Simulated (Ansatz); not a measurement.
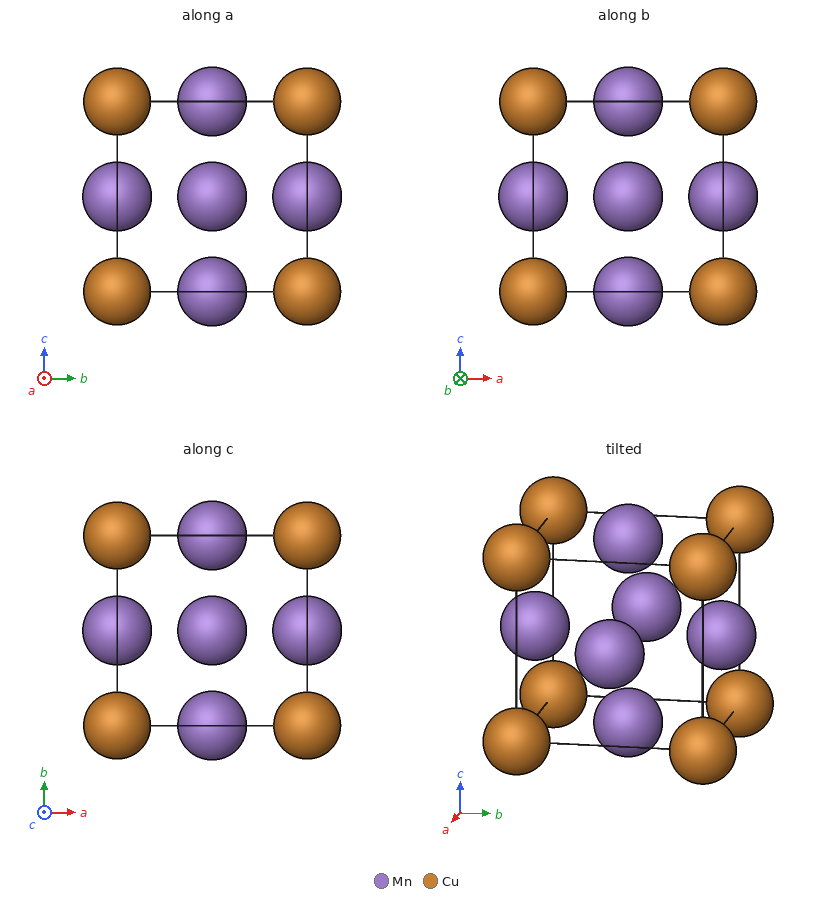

We look at a spheres-only model of the crystal along the a axis, along the b axis, along the c axis and slightly off an axis. Atoms at the boundary of the conventional unit cell (the box) are drawn once for each face, edge or corner they touch.

Lattice parameters: a = 3.5343 Å, b = 3.5343 Å, c = 3.5343 Å, α = 90.000°, β = 90.000°, γ = 90.000°.

### Record the structure as a CIF in P1 with every atom of the cell.

```cif
data_structure
_symmetry_space_group_name_H-M 'P 1'
_symmetry_Int_Tables_number 1
_cell_length_a 3.5343
_cell_length_b 3.5343
_cell_length_c 3.5343
_cell_angle_alpha 90.000
_cell_angle_beta 90.000
_cell_angle_gamma 90.000
_cell_volume 44.15
loop_
_atom_site_label
_atom_site_type_symbol
_atom_site_fract_x
_atom_site_fract_y
_atom_site_fract_z
_atom_site_occupancy
Mn1 Mn 0.0000 0.5000 0.5000 1
Mn2 Mn 0.5000 0.0000 0.5000 1
Mn3 Mn 0.5000 0.5000 0.0000 1
Cu1 Cu 0.0000 0.0000 0.0000 1
```

Starting structure: a structure type filled with these elements by a generator (whether the compound takes this form wasn't checked). Earlier steps of the study, as a rule a relaxation of our own, may have changed the cell and positions, so they can lie some per cent off the listed ones. Ansatz was used for an electronic-structure calculation on it.

At this level of theory the run's own cell isn't at rest (compressed, at 24 GPa), so its distances can differ from those at equilibrium, the more so the softer the solid.
